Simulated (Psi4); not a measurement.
Property calculation, with input and output: SiH3Br

The run: property calculation of SiH3Br, SMILES [H][Si]([H])([H])Br. Method and program: B97-D3(BJ)/aug-cc-pVTZ-DK, RKS, DKH2 (Psi4 1.11).

The geometry comes from this level: GFN2-xTB.

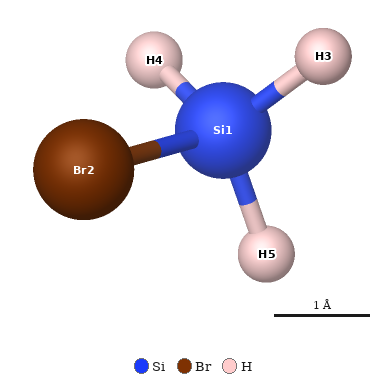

**Figure 1.** The input geometry (ball-and-stick view, seen at a tilt; atoms are numbered from 1 in the order of the input).

Summary

| quantity | value |
| --- | --- |
| outcome | converged |
| total energy | −2899.366078 hartree |
| dispersion energy | −0.008374 hartree |
| basis functions | 178 |
| HOMO | −7.07 eV |
| LUMO | −1.27 eV |
| dipole moment | 1.53 D |
| hardware | 1 thread of Intel Xeon (Granite Rapids), 128 GiB of memory available, shared host |
| wall time | 11 s |
| peak memory | 1.2 GiB |

Remarks

Settings chosen away from the usual ones: df_basis_scf set to def2-universal-jfit; print set to 2.

Input (job.inp)
```
memory 1600 MB

molecule molecule1 {
  0 1
  Si
  Br 1 2.210396
  H 1 1.453598 2 105.55095
  H 1 1.45351 3 113.03313 2 114.95651
  H 1 1.453458 4 113.04727 3 -130.02974
}

set {
  basis aug-cc-pVTZ-DK
  reference rks
  df_basis_scf def2-universal-jfit
  print 2
  relativistic dkh
  dkh_order 2
}

e_tot, wfn = energy('b97-d3bj', return_wfn=True)
oeprop(wfn, 'NO_OCCUPATIONS', 'MULTIPOLE(3)')
```

Launch command:
```bash
psi4 -i job.inp -o job.out -n 1
```

The program's output
```
Psi4 1.11 release

Relativistic analytic gradients are not implemented yet, re-routing to finite differences.

   => Loading Basis Set <=

    Name: AUG-CC-PVTZ-DK
    Role: ORBITAL
    Keyword: BASIS

   => B97-D3BJ: Empirical Dispersion <=

        s6 =       1.000000
        s8 =       2.260900
        a1 =       0.554500
        a2 =       3.229700

         ---------------------------------------------------------
                                   SCF
                              RKS Reference
                        1 Threads,   1525 MiB Core
         ---------------------------------------------------------

  ==> Geometry <==

    Molecular point group: c1
    Full point group: C1

    Geometry (in Angstrom), charge = 0, multiplicity = 1:

       Center              X                  Y                   Z               Mass
    ------------   -----------------  -----------------  -----------------  -----------------
         SI           0.000006726753    -0.000012779631    -1.576240483119    27.976926534650
         BR           0.000006726753    -0.000012779631     0.634155516881    78.918337600000
         H            0.000006726753     1.400372532424    -1.965943092018     1.007825032230
         H           -1.212730483823    -0.699208818247    -1.967500853931     1.007825032230
         H            1.212010282002    -0.699808238743    -1.968508064286     1.007825032230

  Running in c1 symmetry.

  Rotational constants: A =      2.84500  B =      0.14544  C =      0.14544 [cm^-1]
  Rotational constants: A =  85290.88091  B =   4360.05229  C =   4360.03609 [MHz]
  Nuclear repulsion =  152.061522797583905

  Charge       = 0
  Multiplicity = 1
  Electrons    = 52
  Nalpha       = 26
  Nbeta        = 26

  ==> Algorithm <==

  SCF Algorithm Type is DF.
  DIIS enabled.
  MOM disabled.
  Fractional occupation disabled.
  Guess Type is SAD.
  Energy threshold   = 1.00e-06
  Density threshold  = 1.00e-06
  Integral threshold = 1.00e-12

  ==> Primary Basis <==

  -AO BASIS SET INFORMATION:
    Name                   = AUG-CC-PVTZ-DK
    Blend                  = AUG-CC-PVTZ-DK
    Total number of shells = 62
    Number of primitives   = 220
    Number of AO           = 203
    Number of SO           = 178
    Maximum AM             = 3
    Spherical Harmonics    = TRUE

  -Contraction Scheme:
    Atom   Type   All Primitives // Shells:
   ------ ------ --------------------------
       1    SI     42s 17p 3d 2f // 6s 5p 3d 2f
       2    BR     75s 36p 10d 2f // 7s 6p 4d 2f
       3     H     6s 3p 2d // 4s 3p 2d
       4     H     6s 3p 2d // 4s 3p 2d
       5     H     6s 3p 2d // 4s 3p 2d

  ==> DFT Potential <==

   => LibXC <=

    Version 7.1.2

   => Composite Functional: B97-D3BJ <=

    B97-D3BJ GGA Exchange-Correlation Functional

    Deriv               =              1
    GGA                 =           TRUE
    Meta                =          FALSE

    Exchange Hybrid     =          FALSE
    MP2 Hybrid          =          FALSE

   => Exchange-Correlation Functionals <=

    1.0000       Becke 97-D

   => LibXC Density Thresholds  <==

    XC_GGA_XC_B97_D:  1.00E-14

   => XC_GGA_XC_B97_D Functional <=

    Becke 97-D
    GGA   =           TRUE
    Meta  =          FALSE
    LRC   =          FALSE
    Alpha =   1.000000E+00
    Omega =   0.000000E+00

   => Molecular Quadrature <=

    Radial Scheme          =       TREUTLER
    Pruning Scheme         =           NONE
    Nuclear Scheme         =       TREUTLER

    Blocking Scheme        =         OCTREE
    BS radius alpha        =              1
    Pruning alpha          =              1
    Radial Points          =             75
    Spherical Points       =            302
    Total Points           =         110289
    Total Blocks           =            902
    Max Points             =            256
    Max Functions          =            178
    Weights Tolerance      =       1.00E-15

   => Loading Basis Set <=

    Name: DEF2-UNIVERSAL-JFIT
    Role: JKFIT
    Keyword: DF_BASIS_SCF

   => Loading Basis Set <=

    Name: (AUG-CC-PVTZ-DK AUX)
    Role: DECON
    Keyword: BASIS_RELATIVISTIC

  ==> Integral Setup <==

  DFHelper Memory: AOs need 0.040 GiB; user supplied 0.593 GiB.
  SCF_SUBTYPE=INCORE selected. In-core MEM_DF algorithm will be used.
  Using in-core AOs.

  ==> MemDFJK: Density-Fitted J/K Matrices <==

    J tasked:                   Yes
    K tasked:                    No
    wK tasked:                   No
    Memory [MiB]:               607
    Algorithm:                 Core
    Schwarz Cutoff:           1E-12
    Mask sparsity (%):       0.0000
    Fitting Condition:        1E-10

   => Auxiliary Basis Set <=

  -AO BASIS SET INFORMATION:
    Name                   = DEF2-UNIVERSAL-JFIT
    Blend                  = DEF2-UNIVERSAL-JFIT
    Total number of shells = 50
    Number of primitives   = 84
    Number of AO           = 172
    Number of SO           = 142
    Maximum AM             = 4
    Spherical Harmonics    = TRUE

  -Contraction Scheme:
    Atom   Type   All Primitives // Shells:
   ------ ------ --------------------------
       1    SI     14s 5p 5d 2f 1g // 8s 4p 3d 1f 1g
       2    BR     19s 5p 5d 3f 1g // 8s 4p 3d 2f 1g
       3     H     5s 2p 1d // 3s 1p 1d
       4     H     5s 2p 1d // 3s 1p 1d
       5     H     5s 2p 1d // 3s 1p 1d

  Cached 100.0% of DFT collocation blocks in 0.525 [GiB].

    Computing 2-order Douglas-Kroll-Hess integrals.
    Adding Douglas-Kroll-Hess corrections to the potential integrals.
  Minimum eigenvalue in the overlap matrix is 3.3562353702E-05.
  Reciprocal condition number of the overlap matrix is 3.6763136112E-06.
    Using symmetric orthogonalization.

  ==> Pre-Iterations <==

  SCF Guess: Superposition of Atomic Densities via on-the-fly atomic UHF (no occupation information).

   -------------------------
    Irrep   Nso     Nmo
   -------------------------
     A        178     178
   -------------------------
    Total     178     178
   -------------------------

  ==> Iterations <==

                           Total Energy        Delta E     RMS |[F,P]|

   @DF-RKS iter SAD: -2897.31766986356843   -2.89732e+03   0.00000e+00
   @DF-RKS iter   1: -2898.86026919044070   -1.54260e+00   8.95411e-03 ADIIS/DIIS
   @DF-RKS iter   2: -2898.69622232710253    1.64047e-01   9.73851e-03 ADIIS/DIIS
   @DF-RKS iter   3: -2899.34420478098400   -6.47982e-01   9.48644e-04 ADIIS/DIIS
   @DF-RKS iter   4: -2899.35995071168782   -1.57459e-02   5.41778e-04 ADIIS/DIIS
   @DF-RKS iter   5: -2899.36543836361716   -5.48765e-03   1.79912e-04 ADIIS/DIIS
   @DF-RKS iter   6: -2899.36607608794520   -6.37724e-04   8.32128e-06 DIIS
   @DF-RKS iter   7: -2899.36607770265255   -1.61471e-06   3.06042e-06 DIIS
   @DF-RKS iter   8: -2899.36607789972322   -1.97071e-07   7.61612e-07 DIIS
  Energy and wave function converged.

  ==> Post-Iterations <==

   Electrons on quadrature grid:
      Ntotal   =   51.9999985432 ; deviation = -1.457e-06

    Orbital Energies [Eh]
    ---------------------

    Doubly Occupied:

       1A   -488.829416     2A    -65.583174     3A    -63.790642
       4A    -56.303592     5A    -56.300696     6A    -56.300696
       7A     -8.754023     8A     -6.391979     9A     -6.384480
      10A     -6.384478    11A     -5.152210    12A     -3.545205
      13A     -3.540595    14A     -3.540594    15A     -2.482541
      16A     -2.480527    17A     -2.480526    18A     -2.474632
      19A     -2.474610    20A     -0.736913    21A     -0.504014
      22A     -0.345489    23A     -0.345453    24A     -0.331827
      25A     -0.259889    26A     -0.259856

    Virtual:

      27A     -0.046621    28A     -0.019551    29A      0.004369
      30A      0.004433    31A      0.020248    32A      0.020251
      33A      0.025317    34A      0.035779    35A      0.058851
      36A      0.058874    37A      0.073705    38A      0.073713
      39A      0.074739    40A      0.088094    41A      0.088106
      42A      0.097747    43A      0.131145    44A      0.149842
      45A      0.149851    46A      0.167031    47A      0.167051
      48A      0.167745    49A      0.199949    50A      0.206811
      51A      0.206829    52A      0.211488    53A      0.230854
      54A      0.230907    55A      0.277486    56A      0.281582
      57A      0.281643    58A      0.295602    59A      0.316327
      60A      0.316341    61A      0.368348    62A      0.368378
      63A      0.381082    64A      0.408525    65A      0.422557
      66A      0.422641    67A      0.431768    68A      0.439426
      69A      0.439459    70A      0.473357    71A      0.485894
      72A      0.496415    73A      0.496436    74A      0.500725
      75A      0.501233    76A      0.501315    77A      0.510124
      78A      0.510128    79A      0.626726    80A      0.640451
      81A      0.640494    82A      0.668328    83A      0.668342
      84A      0.699895    85A      0.730420    86A      0.753042
      87A      0.753363    88A      0.769255    89A      0.808182
      90A      0.808276    91A      0.828648    92A      0.841907
      93A      0.872683    94A      0.872913    95A      0.923521
      96A      0.942056    97A      0.942061    98A      0.952314
      99A      0.981801   100A      0.981908   101A      1.006516
     102A      1.006569   103A      1.106850   104A      1.106953
     105A      1.108767   106A      1.116148   107A      1.122856
     108A      1.122916   109A      1.129596   110A      1.133324
     111A      1.133373   112A      1.141199   113A      1.206936
     114A      1.212247   115A      1.212491   116A      1.233517
     117A      1.242241   118A      1.242604   119A      1.329477
     120A      1.448525   121A      1.448604   122A      1.475083
     123A      1.629376   124A      1.629442   125A      1.694855
     126A      1.694889   127A      1.702168   128A      1.753590
     129A      1.794342   130A      1.820293   131A      1.820345
     132A      1.924897   133A      1.924943   134A      1.959352
     135A      1.976167   136A      1.976215   137A      1.991274
     138A      1.998761   139A      2.099124   140A      2.099256
     141A      2.147516   142A      2.147595   143A      2.181927
     144A      2.218303   145A      2.218542   146A      2.280709
     147A      2.612850   148A      2.612897   149A      2.847387
     150A      3.147067   151A      3.147350   152A      3.185692
     153A      3.585072   154A      3.614882   155A      3.614948
     156A      3.655531   157A      3.726003   158A      3.726076
     159A      3.742449   160A      3.742591   161A      3.767598
     162A      3.868795   163A      3.868873   164A      3.970399
     165A      3.995924   166A      4.044215   167A      4.091253
     168A      4.093033   169A      4.093074   170A      4.284790
     171A      4.285423   172A      4.341898   173A      4.341980
     174A      4.465208   175A      4.619850   176A      4.728176
     177A      4.728328   178A      7.427693

    Final Occupation by Irrep:
              A
    DOCC [    26 ]
    NA   [    26 ]
    NB   [    26 ]

  @DF-RKS Final Energy: -2899.36607789972322

   => Energetics <=

    Nuclear Repulsion Energy =            152.0615227975839048
    One-Electron Energy =               -4331.6886760576780944
    Two-Electron Energy =                1396.6815185330990516
    DFT Exchange-Correlation Energy =    -116.4120695914804031
    Empirical Dispersion Energy =          -0.0083735812477812
    VV10 Nonlocal Energy =                  0.0000000000000000
    Total Energy =                      -2899.3660778997232228

Computation Completed

Properties will be evaluated at   0.000000,   0.000000,   0.000000 [a0]

Properties computed using the SCF density matrix

 Multipole Moments:

 ------------------------------------------------------------------------------------
     Multipole            Electronic (a.u.)      Nuclear  (a.u.)        Total (a.u.)
 ------------------------------------------------------------------------------------

 L = 1.  Multiply by 2.5417464519 to convert [e a0] to [Debye]
 Dipole X            :          0.0009377           -0.0007254            0.0002123
 Dipole Y            :         -0.0017597            0.0013781           -0.0003816
 Dipole Z            :         10.3087263          -10.9110437           -0.6023174
 Magnitude           :                                                    0.6023176

 ------------------------------------------------------------------------------------

	total time  =         10 seconds =       0.17 minutes

Properties will be evaluated at   0.000000,   0.000000,   0.000000 [a0]
OEProp: No title given, name of density matrix used for the following properties is 'SCF density'

 Multipole Moments:

 ------------------------------------------------------------------------------------
     Multipole            Electronic (a.u.)      Nuclear  (a.u.)        Total (a.u.)
 ------------------------------------------------------------------------------------

 L = 1.  Multiply by 2.5417464519 to convert [e a0] to [Debye]
 Dipole X            :          0.0009377           -0.0007254            0.0002123
 Dipole Y            :         -0.0017597            0.0013781           -0.0003816
 Dipole Z            :         10.3087263          -10.9110437           -0.6023174
 Magnitude           :                                                    0.6023176

 L = 2.  Multiply by 1.3450342976 to convert [e a0^2] to [Debye ang]
 Quadrupole XX       :        -35.3568686           10.4978027          -24.8590659
 Quadrupole XY       :          0.0005594           -0.0007625           -0.0002031
 Quadrupole XZ       :         -0.0017774            0.0006567           -0.0011207
 Quadrupole YY       :        -35.3575163           10.4977442          -24.8597721
 Quadrupole YZ       :          0.0013444            0.0007777            0.0021220
 Quadrupole ZZ       :       -238.4124722          215.9417738          -22.4706984
 Traceless XX        :         67.6854171          -68.4813042           -0.7958871
 Traceless YY        :         67.6847694          -68.4813627           -0.7965933
 Traceless ZZ        :       -135.3701865          136.9626669            1.5924804

 L = 3.  Multiply by 0.7117614979 to convert [e a0^3] to [Debye ang^2]
 Octupole XXX        :          0.0256068           -0.0214310            0.0041757
 Octupole XXY        :         14.6724801          -13.8768271            0.7956531
 Octupole XXZ        :         57.4352908          -39.0412114           18.3940794
 Octupole XYY        :         -0.0038664            0.0045719            0.0007055
 Octupole XYZ        :         -0.0079542            0.0086000            0.0006458
 Octupole XZZ        :         -0.0134426            0.0160043            0.0025618
 Octupole YYY        :        -14.7175745           13.9126000           -0.8049745
 Octupole YYZ        :         57.4099390          -39.0137230           18.3962161
 Octupole YZZ        :          0.0414487           -0.0454310           -0.0039823
 Octupole ZZZ        :        514.3368377         -463.9056268           50.4312108

 ------------------------------------------------------------------------------------
  Natural Orbital Occupations:

  Total Occupations:
  HONO-2 :   24  A    2.000
  HONO-1 :   25  A    2.000
  HONO-0 :   26  A    2.000
  LUNO+0 :   27  A    0.000
  LUNO+1 :   28  A    0.000
  LUNO+2 :   29  A    0.000
  LUNO+3 :   30  A    0.000

    Psi4 run time: 0:00:09.91
```

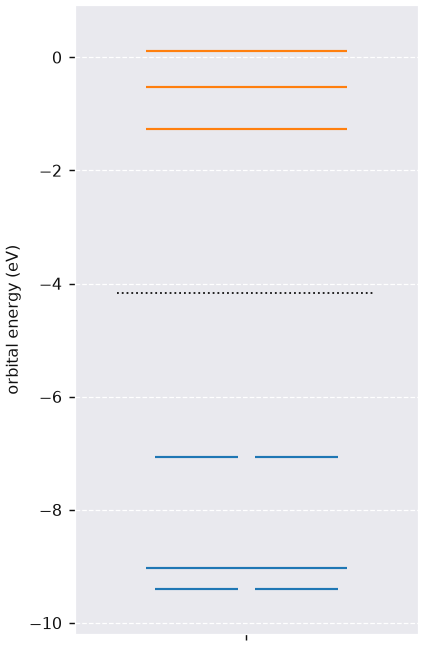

**Figure 2.** Orbital energies near the frontier; the dotted line parts filled from empty levels, and levels within 0.02 eV of each other stand side by side. Highest filled −7.07 eV, lowest empty −1.27 eV, 5.80 eV apart.
